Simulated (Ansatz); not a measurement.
# Does disorder add resistance in series? Al(111) layers displaced at 180 K

Two lengths of the disordered region are known. What area resistance does the third give?

How it was computed: Ansatz 0.2.0, plane waves with PAW datasets at their recommended cutoffs (420 eV for most), Fermi-Dirac smearing; ballistic transmission by layer matching. The area resistance is RA = A (h/2e²)(1/T − 1/N), with T the zone-mean transmission per spin and N the lead's channels, both averaged over a few energies near the Fermi level; for magnets each spin is taken apart, with h/e², and the two conduct in parallel. Lateral cell 2x2, PBE, a fresh random draw for each length. Atoms are displaced independently, by 0.0780 Å r.m.s. per direction; each RA is scaled by the nominal over the drawn mean square displacement.

The runs, with one result withheld:

```tsv
length (Å)	channels N	RA (fΩ m²)
9.35	5.430	0.0301
18.7	5.450	0.0754
28.0	5.490	?
```

**Estimate by hand.**

Ohm's law makes RA linear in the length: the slope is (0.0754 − 0.0301)/(18.7 − 9.35) = 4.84×10⁻³ fΩ m² per Å, or 4.8 µΩ cm. Then 0.0754 + 4.84×10⁻³ × 9.35. Predicted: 0.121 fΩ m².

Check against the run:

0.0967 fΩ m², so the prediction is 25 % too high. The three lengths together give 3.6 µΩ cm. Single draws scatter, and the lead's own channel count shifts by 1.1 % between the runs, which moves RA too; these runs don't part the causes of the miss, and leave the question open.

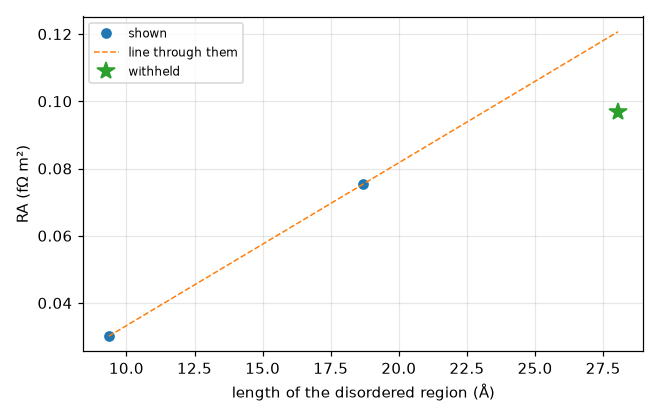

Area resistance against length.

**Limits.** The scatterers repeat sideways with the small cell. The slope is a raw one; a model of isotropic scattering puts it 1.16 times the bulk value over these lengths.

[Logs are printed without paths, hosts, clocks, repeated set-up lines and the standing remarks that a program may print on its own settings, such as how far it seeks lower states.]
